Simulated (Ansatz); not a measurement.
# CF (SMILES [C]F) at UMP2/STO-3G

Aim: the electronic atomisation energy of CF at UMP2/STO-3G, from 3 runs. 

Program for the calculation: Ansatz 0.2.0.

44 further runs of the same task are left out: 9 that didn't finish, 35 set aside as unsound or not needed.

### Step 1. The system as given

The species is CF (2 atoms), meant as a doublet with charge 0. As SMILES, `[C]F`. Geometry: relaxed at PBE0-D4/def2-TZVP.

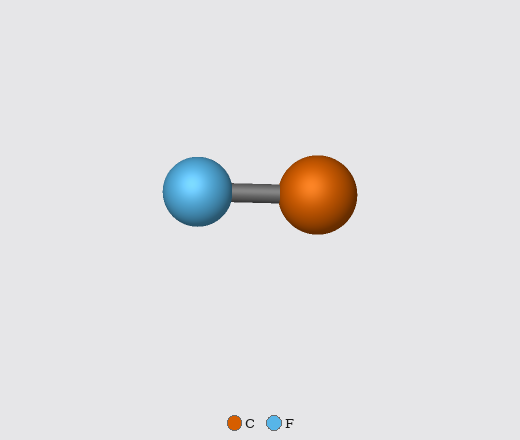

Viewed from a chosen angle; carbon orange, fluorine blue.

### Step 2. A single-point energy at UMP2/STO-3G

Contents of run.yaml:

```yaml
basis:
  gaussian:
    orbitals: STO-3G
crystal:
  periodic: [false, false, false]
  atoms:
    - symbol: C
      position_ang: [-0.000000, 0.000000, 0.003080]
    - symbol: F
      position_ang: [0.000000, -0.000000, 1.271320]
magnetization:
  spin_polarized: true
  initial_magnetization: 1
correlation:
  method: mp2
  frozen_orbitals: {C: 1, F: 1}
accuracy: high
```

The run is started by

```console
ansatz run run.yaml --threads 1 --pin off --max-ram 3480MiB --events-out events.jsonl --progress --plain --runs-dir runs
```

Standard output:

```text
Warning: RAYON_NUM_THREADS=1 ignored (pool sized by the plan → 1); use --threads N
Functional definition: HF
  name "HF"
  exchange = exact_x
  correlation = 0
149 factors; integrals over basis functions are off by at most 3.2e-8 eV
mean field evaluation 1: about -3681.4651 eV, gradient 5.7e0 eV
mean field evaluation 2: about -3681.5225 eV, gradient 5.7e0 eV
mean field evaluation 4: about -3681.7892 eV, gradient 1.0e0 eV
mean field evaluation 8: about -3681.8099 eV, gradient 8.3e-3 eV
mean field evaluation 16: about -3681.8099 eV, gradient 1.5e-2 eV
mean field -3681.80989094 eV, -135.3040178717 hartree, gradient 5.2e-8 eV, S^2 0.753277; 4 other end points of the search recorded, 0 dependent functions left out
2 core orbitals not correlated: weight in the atoms' cores, before any rotation towards them, 1.000 or more for the frozen orbitals, at most 0.000 for the correlated occupied ones
reference -3681.80989094 eV, -135.3040178717 hartree; 6, 5 occupied and 2, 3 virtual orbitals, 149 factors
second order -1.51353218 eV of doubles, -0.00000000 eV of singles
Total energy: -3683.32342312 eV, -135.3596391535 hartree
```

Wall time 0.08 s (1 thread of Arm Neoverse V1, shared host).

### Step 3. The C atom, same level

Contents of input.yaml:

```yaml
crystal:
  periodic: [false, false, false]
  atoms:
    - {symbol: C, position_ang: [0.000000, 0.000000, 0.000000]}
basis:
  gaussian: {orbitals: STO-3G}
accuracy: high
correlation: {method: mp2, frozen_orbitals: {C: 1}}
magnetization: {spin_polarized: true, initial_magnetization: 2}
```

Run the same way, it converges to -37.20823 Eh (log not shown).

### Step 4. The F atom at the same level

Contents of run.yaml:

```yaml
crystal:
  periodic: [false, false, false]
  atoms:
    - {symbol: F, position_ang: [0.000000, 0.000000, 0.000000]}
basis:
  gaussian:
    orbitals: STO-3G
magnetization:
  spin_polarized: true
  initial_magnetization: 1
correlation:
  method: mp2
  frozen_orbitals: {F: 1}
accuracy: high
```

Run the same way, it converges to -97.98651 Eh (log not shown).

### Step 5. Outcome

At UMP2/STO-3G, 2 core orbitals frozen:

```
                                             quantity          value
                               molecule: total energy  -135.35964 Eh
molecule: correlation energy (2 core orbitals frozen)      -55.6 mEh
          molecule: ⟨S²⟩ of the reference determinant          0.753
                                 C atom: total energy   -37.20823 Eh
   C atom: correlation energy (1 core orbital frozen)       -9.8 mEh
            C atom: ⟨S²⟩ of the reference determinant          2.000
                                 F atom: total energy   -97.98651 Eh
   F atom: correlation energy (1 core orbital frozen)        0.0 mEh
            F atom: ⟨S²⟩ of the reference determinant          0.750
                        electronic atomisation energy       4.487 eV
```

**Reading.** Taking the molecule apart into free atoms costs 4.49 eV (433 kJ/mol), before zero-point energy and without spin-orbit coupling. In a minimal basis such a difference can be off by several eV, whatever the method.
